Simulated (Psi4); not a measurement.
# A workflow on GeBr2 (SMILES [Br][Ge][Br])

Wanted: a series of 9 runs (PBE0-D4/def2-TZVP, PBE-D4/def2-TZVPP, r2SCAN-D4/def2-TZVPP, B3LYP-D4/def2-TZVPP, PBE0-D4/def2-TZVPP, wB97M-V/def2-TZVPP, CCSD(T)/def2-TZVPP, MP2/def2-QZVPP) of GeBr2. 

The results are computed with Psi4 1.11.

**1. The system as given**

The species is GeBr2 (3 atoms), meant as a singlet with charge 0. SMILES: `[Br][Ge][Br]`. The run starts from this shape.

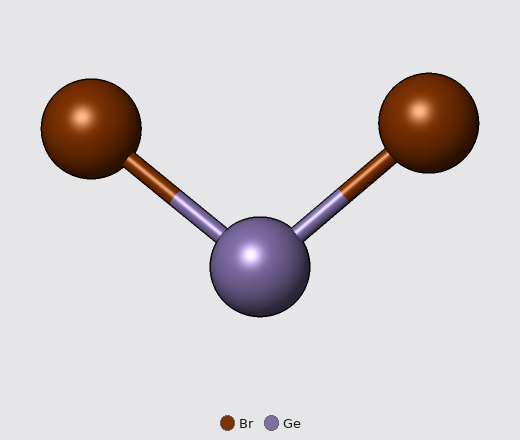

The structure, seen from a chosen angle (bromine brown, germanium purple).

**2. A structure relaxation at PBE0-D4/def2-TZVP (density fitting) (run 2)**

Contents of job.inp:

```
memory 3300 MB

molecule system {
  0 1
  Br    -0.281200     1.787880    -0.413110
  Ge    -0.877320    -0.385210     0.222100
  Br     1.199530    -1.463110     0.144820
  symmetry c1
}

set scf_type df
set geom_maxiter 50
set max_force_g_convergence 0.0002

opt("pbe0-d4/def2-TZVP")
```

The run is started by

```sh
psi4 -i job.inp -o job.out -n 2
```

job.out:

```text
[...]
  Running in c1 symmetry.
[...]
  Nuclear repulsion =  685.594681523987333
[...]
  Multiplicity = 1
[...]
  Nalpha       = 51
  Nbeta        = 51
[...]
    Number of basis functions: 144
[...]
   @DF-RKS iter   1: -7222.69999572247616   -4.66437e+00   2.48372e-02 DIIS/ADIIS
[...]
   @DF-RKS iter  11: -7224.55359107308686   -1.00954e-10   5.58054e-09 DIIS
[...]
    Orbital Energies [Eh]
    ---------------------
    Doubly Occupied:
       1A   -483.261659     2A   -483.261658     3A   -399.167138
       4A    -62.662057     5A    -62.662056     6A    -56.434313
       7A    -56.434311     8A    -56.433174     9A    -56.433173
      10A    -56.432470    11A    -56.432469    12A    -49.981304
      13A    -44.463227    14A    -44.461635    15A    -44.461010
      16A     -8.781074    17A     -8.781073    18A     -6.587896
      19A     -6.587895    20A     -6.584071    21A     -6.584070
      22A     -6.581886    23A     -6.581885    24A     -6.347357
      25A     -4.504636    26A     -4.499918    27A     -4.497506
      28A     -2.674482    29A     -2.674481    30A     -2.673608
      31A     -2.673606    32A     -2.671887    33A     -2.671886
      34A     -2.668717    35A     -2.668713    36A     -2.668521
[...]
  @DF-RKS Final Energy: -7224.55359107308686
   => Energetics <=
    Nuclear Repulsion Energy =            685.5946815239873331
    One-Electron Energy =              -11428.5030913949431124
    Two-Electron Energy =                3715.0936622381746020
    DFT Exchange-Correlation Energy =    -196.7352705912745705
    Empirical Dispersion Energy =          -0.0035728490308179
    VV10 Nonlocal Energy =                  0.0000000000000000
    Total Energy =                      -7224.5535910730868636
[...]
 Multipole Moments:
 ------------------------------------------------------------------------------------
     Multipole            Electronic (a.u.)      Nuclear  (a.u.)        Total (a.u.)
 ------------------------------------------------------------------------------------
 L = 1.  Multiply by 2.5417464519 to convert [e a0] to [Debye]
 Dipole X            :         -0.9167680            0.6224044           -0.2943636
 Dipole Y            :          2.0111153           -1.3653868            0.6457286
 Dipole Z            :         -0.0000000           -0.0000000           -0.0000000
 Magnitude           :                                                    0.7096586
[...]
  -Total Gradient:
     Atom            X                  Y                   Z
    ------   -----------------  -----------------  -----------------
       1        0.000024287533    -0.000042618893     0.000000000000
       2        0.000064017244    -0.000142388797     0.000000000000
       3        0.000016702458    -0.000045335630    -0.000000000000
[...]
    Final optimized geometry and variables:
    Molecular point group: c1
    Full point group: Cs
    Geometry (in Angstrom), charge = 0, multiplicity = 1:
    BR           1.841777579854     0.318103787915    -0.000000000000
    GE          -0.420224150218     0.921857976102     0.000000000000
    BR          -1.448162292807    -1.181589124709     0.000000000000
    Psi4 run time: 0:00:11.73
```

On the terminal:

```text
Optimizer: Optimization complete!
```

It took 14 s on 2 threads of AMD EPYC 7R43 (Zen 3), shared host; peak memory 0.58 GiB.

**3. The harmonic vibrations at PBE0-D4/def2-TZVP (density fitting) (run 3)**

Contents of calc.inp:

```
memory 3300 MB

molecule system {
  Br    -0.281200     1.787880    -0.413110
  Ge    -0.877320    -0.385210     0.222100
  Br     1.199530    -1.463110     0.144820
  units angstrom
  symmetry c1
}

set basis def2-TZVP
set scf_type df
set rotational_symmetry_number 2

result, w = frequencies("pbe0-d4", return_wfn=True)
```

The run is started by

```sh
psi4 calc.inp calc.out -n 2
```

calc.out:

```text
[...]
  Running in c1 symmetry.
[...]
  Nuclear repulsion =  685.594681523987333
[...]
  Multiplicity = 1
[...]
  Nalpha       = 51
  Nbeta        = 51
[...]
    Number of basis functions: 144
[...]
   @DF-RKS iter   1: -7222.69999577887393   -4.66437e+00   2.48372e-02 ADIIS/DIIS
[...]
   @DF-RKS iter  11: -7224.55359107690492   -1.02773e-10   5.58054e-09 DIIS
[...]
    Orbital Energies [Eh]
    ---------------------
    Doubly Occupied:
       1A   -483.261659     2A   -483.261658     3A   -399.167138
       4A    -62.662057     5A    -62.662056     6A    -56.434313
       7A    -56.434311     8A    -56.433174     9A    -56.433173
      10A    -56.432470    11A    -56.432469    12A    -49.981304
      13A    -44.463227    14A    -44.461635    15A    -44.461010
      16A     -8.781074    17A     -8.781073    18A     -6.587896
      19A     -6.587895    20A     -6.584071    21A     -6.584070
      22A     -6.581886    23A     -6.581885    24A     -6.347357
      25A     -4.504636    26A     -4.499918    27A     -4.497506
      28A     -2.674482    29A     -2.674481    30A     -2.673608
      31A     -2.673606    32A     -2.671887    33A     -2.671886
      34A     -2.668717    35A     -2.668713    36A     -2.668521
[...]
  @DF-RKS Final Energy: -7224.55359107690492
   => Energetics <=
    Nuclear Repulsion Energy =            685.5946758649357662
    One-Electron Energy =              -11428.5030800988333795
    Two-Electron Energy =                3715.0936565888287078
    DFT Exchange-Correlation Energy =    -196.7352705828087949
    Empirical Dispersion Energy =          -0.0035728490264565
    VV10 Nonlocal Energy =                  0.0000000000000000
    Total Energy =                      -7224.5535910769049224
[...]
 Multipole Moments:
 ------------------------------------------------------------------------------------
     Multipole            Electronic (a.u.)      Nuclear  (a.u.)        Total (a.u.)
 ------------------------------------------------------------------------------------
 L = 1.  Multiply by 2.5417464519 to convert [e a0] to [Debye]
 Dipole X            :         -0.9167680            0.6224044           -0.2943635
 Dipole Y            :          2.0111154           -1.3653868            0.6457287
 Dipole Z            :          0.0004824           -0.0003275            0.0001549
 Magnitude           :                                                    0.7096587
[...]
  -Total Gradient:
     Atom            X                  Y                   Z
    ------   -----------------  -----------------  -----------------
       1        0.000024135640    -0.000042585866    -0.000000010396
       2        0.000064106245    -0.000142524397    -0.000000034156
       3        0.000016765303    -0.000045233012    -0.000000010702
[...]
  ==> Harmonic Vibrational Analysis <==
[...]
  Freq [cm^-1]                 103.2824            283.4400            292.2989
[...]
  IR activ [km/mol]             0.3940             81.2078             25.4839
[...]
  Total E_0, Enthalpy at 0 [K]                                                        -7224.55204416 [Eh]
[...]
  Total H, Enthalpy at  298.15 [K]                                                    -7224.54666792 [Eh]
[...]
  Total G, Gibbs energy at  298.15 [K]                                                -7224.58282402 [Eh]
[...]
```

Standard output:

```text
Warning: used thermodynamics relations inappropriate for low-frequency modes: ['103.2824' '283.4400' '292.2989']
```

Run time: 2 min. Hardware: 2 threads of AMD EPYC 7R43 (Zen 3), shared host; peak memory 0.64 GiB.

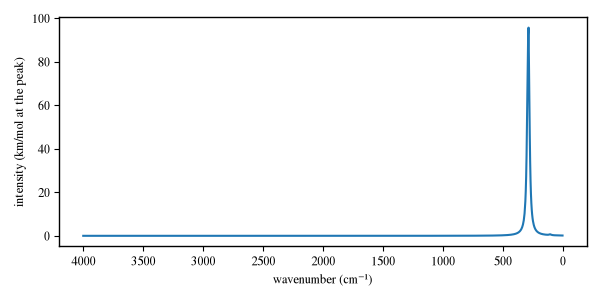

Harmonic infrared spectrum, unscaled, lines broadened by 10 cm⁻¹.

Run 4 isn't shown in full; the table further down has it.

**4. The energy at r2SCAN-D4/def2-TZVPP (density fitting) (run 5)**

Contents of job.in:

```
memory 3300 mb

molecule m {
  Br    -0.281200     1.787880    -0.413110
  Ge    -0.877320    -0.385210     0.222100
  Br     1.199530    -1.463110     0.144820
  symmetry c1
}

set {
  scf_type             df
  dft_radial_points    99
  dft_spherical_points 590
}

result = energy('r2scan-d4/def2-TZVPP')
```

The run is started by

```sh
psi4 job.in job.out -n 2
```

job.out:

```text
[...]
  Running in c1 symmetry.
[...]
  Nuclear repulsion =  685.594681523987333
[...]
  Multiplicity = 1
[...]
  Nalpha       = 51
  Nbeta        = 51
[...]
    Number of basis functions: 144
[...]
   @DF-RKS iter   1: -7223.35034486329096   -4.16273e+00   2.57514e-02 ADIIS/DIIS
[...]
   @DF-RKS iter  10: -7225.36788860444358   -3.45844e-08   3.34920e-07 DIIS
[...]
    Orbital Energies [Eh]
    ---------------------
    Doubly Occupied:
       1A   -482.227032     2A   -482.227031     3A   -398.215409
       4A    -62.302295     5A    -62.302294     6A    -56.082535
       7A    -56.082532     8A    -56.081440     9A    -56.081439
      10A    -56.080673    11A    -56.080672    12A    -49.650785
      13A    -44.141756    14A    -44.140237    15A    -44.139635
      16A     -8.635764    17A     -8.635764    18A     -6.437607
      19A     -6.437606    20A     -6.433660    21A     -6.433659
      22A     -6.431056    23A     -6.431055    24A     -6.215717
      25A     -4.370611    26A     -4.365716    27A     -4.363155
      28A     -2.536646    29A     -2.536644    30A     -2.535826
      31A     -2.535824    32A     -2.533970    33A     -2.533966
      34A     -2.530979    35A     -2.530978    36A     -2.530761
[...]
  @DF-RKS Final Energy: -7225.36788860444358
   => Energetics <=
    Nuclear Repulsion Energy =            685.5946815239873331
    One-Electron Energy =              -11428.5614909635005461
    Two-Electron Energy =                3779.2944173231790046
    DFT Exchange-Correlation Energy =    -261.6947046880933385
    Empirical Dispersion Energy =          -0.0007918000164703
    VV10 Nonlocal Energy =                  0.0000000000000000
    Total Energy =                      -7225.3678886044435785
[...]
 Multipole Moments:
 ------------------------------------------------------------------------------------
     Multipole            Electronic (a.u.)      Nuclear  (a.u.)        Total (a.u.)
 ------------------------------------------------------------------------------------
 L = 1.  Multiply by 2.5417464519 to convert [e a0] to [Debye]
 Dipole X            :         -0.8931314            0.6224044           -0.2707270
 Dipole Y            :          1.9592676           -1.3653868            0.5938808
 Dipole Z            :          0.0000000           -0.0000000            0.0000000
 Magnitude           :                                                    0.6526772
[...]
```

Wall time 20 s (2 threads of AMD EPYC 7R43 (Zen 3), shared host); peak memory 1.5 GiB.

Runs 6 to 9 aren't shown in full; the table further down has their settings and results.

**5. The energy at MP2/def2-QZVPP (density fitting, density fitting for correlation) (run 10)**

Contents of calc.dat:

```
memory 3300 MB

molecule {
  Br    -0.281200     1.787880    -0.413110
  Ge    -0.877320    -0.385210     0.222100
  Br     1.199530    -1.463110     0.144820
  units angstrom
  symmetry c1
}

set globals {
  basis           def2-QZVPP
  reference       rhf
  scf_type        df
  num_frozen_docc 27
}

energy('mp2')
```

The run is started by

```sh
psi4 calc.dat calc.out -n 2
```

calc.out:

```text
[...]
  Running in c1 symmetry.
[...]
  Nuclear repulsion =  685.594681523987333
[...]
  Multiplicity = 1
[...]
  Nalpha       = 51
  Nbeta        = 51
[...]
    Number of basis functions: 267
[...]
   @DF-RHF iter   1: -7218.86454420277914   -6.43534e+00   1.42371e-02 ADIIS/DIIS
[...]
   @DF-RHF iter  12: -7220.43352223535385   -1.60981e-10   8.10931e-09 DIIS
[...]
    Orbital Energies [Eh]
    ---------------------
    Doubly Occupied:
       1A   -490.022236     2A   -490.022235     3A   -405.316099
       4A    -65.162901     5A    -65.162900     6A    -58.517773
       7A    -58.517772     8A    -58.517345     9A    -58.517344
      10A    -58.517127    11A    -58.517126    12A    -52.219844
      13A    -46.306519    14A    -46.305758    15A    -46.305302
      16A     -9.835580    17A     -9.835577    18A     -7.444768
      19A     -7.444766    20A     -7.442243    21A     -7.442242
      22A     -7.441260    23A     -7.441259    24A     -7.261906
      25A     -5.235321    26A     -5.232264    27A     -5.230223
      28A     -3.187336    29A     -3.187334    30A     -3.186268
      31A     -3.186263    32A     -3.184960    33A     -3.184955
      34A     -3.181808    35A     -3.181801    36A     -3.181705
[...]
  @DF-RHF Final Energy: -7220.43352223535385
   => Energetics <=
    Nuclear Repulsion Energy =            685.5946815239873331
    One-Electron Energy =              -11430.3083260319544934
    Two-Electron Energy =                3524.2801222726129708
    Total Energy =                      -7220.4335222353538484
[...]
 Multipole Moments:
 ------------------------------------------------------------------------------------
     Multipole            Electronic (a.u.)      Nuclear  (a.u.)        Total (a.u.)
 ------------------------------------------------------------------------------------
 L = 1.  Multiply by 2.5417464519 to convert [e a0] to [Debye]
 Dipole X            :         -0.9593667            0.6224044           -0.3369622
 Dipole Y            :          2.1045622           -1.3653868            0.7391754
 Dipole Z            :         -0.0000000           -0.0000000           -0.0000000
 Magnitude           :                                                    0.8123570
[...]
```

Run time: 13 s. Hardware: 2 threads of AMD EPYC 7R43 (Zen 3), shared host; peak memory 0.88 GiB.

**6. The series**

```csv
run,level,task,geom maxiter,energy (Eh),dipole moment (D),HOMO energy (eV),LUMO energy (eV),wall time
2,PBE0-D4/def2-TZVP (density fitting),optimise,50,-7224.553591,1.80,-7.79,-3.21,14 s
3,PBE0-D4/def2-TZVP (density fitting),frequencies,–,-7224.553591,1.80,–,–,2 min
4,PBE-D4/def2-TZVPP (density fitting),energy,–,-7224.329585,1.65,-6.73,-3.90,14 s
5,r2SCAN-D4/def2-TZVPP (density fitting),energy,–,-7225.367889,1.66,-7.03,-3.90,20 s
6,B3LYP-D4/def2-TZVPP (density fitting),energy,–,-7225.517115,1.88,-7.59,-3.40,13 s
7,PBE0-D4/def2-TZVPP (density fitting),properties,–,-7224.553620,1.80,-7.79,-3.21,13 s
8,wB97M-V/def2-TZVPP (density fitting),energy,–,-7225.007764,1.99,-9.86,-1.35,22 s
9,"CCSD(T)/def2-TZVPP (density fitting, density fitting for correlation)",energy,–,-7221.100583,–,-10.05,-0.22,2.4 min
10,"MP2/def2-QZVPP (density fitting, density fitting for correlation)",energy,–,-7222.103811,–,-10.08,-0.30,13 s
```

**7. Results**

| quantity | value |
| --- | --- |
| run 10, MP2/def2-QZVPP: total energy | -7222.10381 Eh |
| run 10, MP2/def2-QZVPP: HOMO energy (Hartree–Fock orbitals) | -10.08 eV |
| run 10, MP2/def2-QZVPP: LUMO energy (Hartree–Fock orbitals) | -0.30 eV |
| run 10, MP2/def2-QZVPP: HOMO–LUMO gap (Hartree–Fock orbitals) | 9.78 eV |
| run 10, MP2/def2-QZVPP: correlation energy (27 core orbitals frozen) | -1670.3 mEh |

What this shows: Over runs 2, 3, 4, 5, 6, 7, 8 the dipole moment (its size) runs from 1.65 D (PBE-D4/def2-TZVPP) to 1.99 D (wB97M-V/def2-TZVPP). Over runs 2, 4, 5, 6, 7, 8 the HOMO–LUMO gap runs from 2.84 eV (PBE-D4/def2-TZVPP) to 8.51 eV (wB97M-V/def2-TZVPP). Totals of different functionals can't be ranked against each other. All runs together took 6.2 min, the longest 2.4 min.
